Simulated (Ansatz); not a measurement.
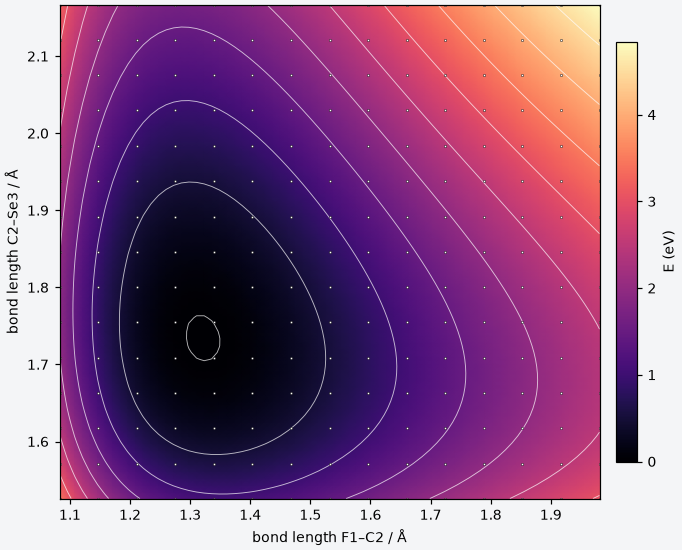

CHFSe, SMILES FC=[Se]. Coordinates scanned: (1) bond length F1–C2; (2) bond length C2–Se3. Nothing is relaxed (all other coordinates rigid). Grid: 15 × 15 points. Points are written as (first, second). All energies are given in eV relative to the lowest grid point. The reference is spin-restricted, which grows unreliable where a bond is stretched far. The calculation used Ansatz, RKS SPW92 (LDA)/def2-TZVP.

Drawn: a smooth colour map with a few white contour lines, dots at the grid points. Between grid points the surface is interpolated.

The lowest grid point is at (1.339 Å, 1.709 Å). It is the only kind of minimum in the scanned range. The highest grid point, (1.981 Å, 2.167 Å), lies 4.84 eV above the lowest. Round the minimum the two coordinates are weakly coupled (coupling 0.13 in units of the two stiffnesses).

The level of theory is changed to Ansatz 0.2.0, RKS B3LYP-D4/def2-TZVP; with it change the reference geometry, relaxed at the new level; the new grid has 13 × 13 points, laid about the new relaxed structure.

How does the landscape change?

Answer. The minimum (interpolated where it lies between grid points) moves from about (1.320 Å, 1.734 Å) to about (1.331 Å, 1.744 Å). The curvature at the minimum changes by less than a tenth (about 38) eV/Å² along bond length F1–C2 and by less than a tenth (about 35) eV/Å² along bond length C2–Se3.

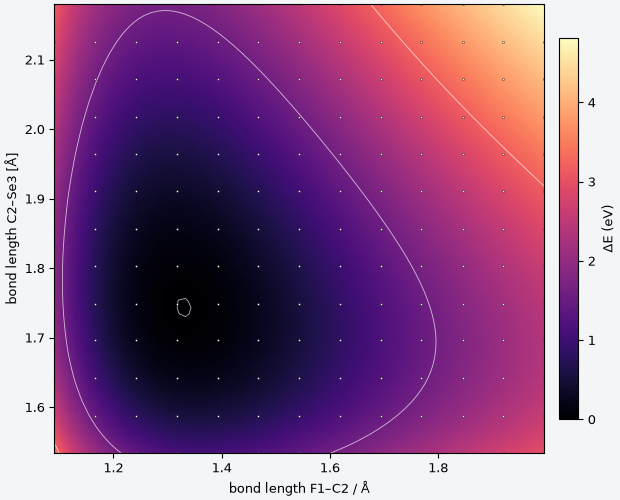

The map after the change, on a colour scale of its own. Drawn: a smooth colour map with a few white contour lines, dots at the grid points. Between grid points the surface is interpolated.
